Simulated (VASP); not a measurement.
Energy against volume of Li$_{2}$Se (antifluorite). Calculation: vdW-DF-cx, VASP's PBE PAW potentials (set 64) (plane waves; VASP).

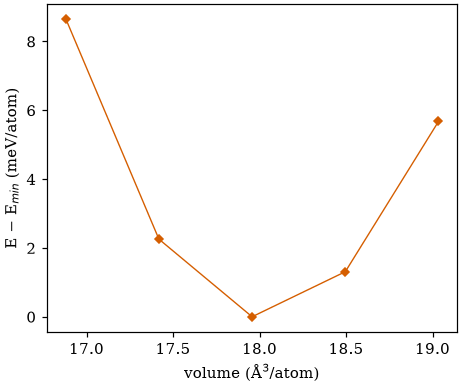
*Energy against volume*

Q: Estimate the equilibrium volume and the bulk modulus.

A: The minimum lies near 18.0 Å³/atom, and the curvature gives B0 of about 35 GPa.

Measured: a 6.002 Å (computed value off by +0.0 %), as given by Syrotyuk et al., Condensed Matter Physics (2015), arXiv:1510.06546. The calculation is for a static lattice, while the measured a holds thermal and zero-point effects, which are part of the difference.

The compound is Li2Se in the antifluorite structure. It was relaxed first.
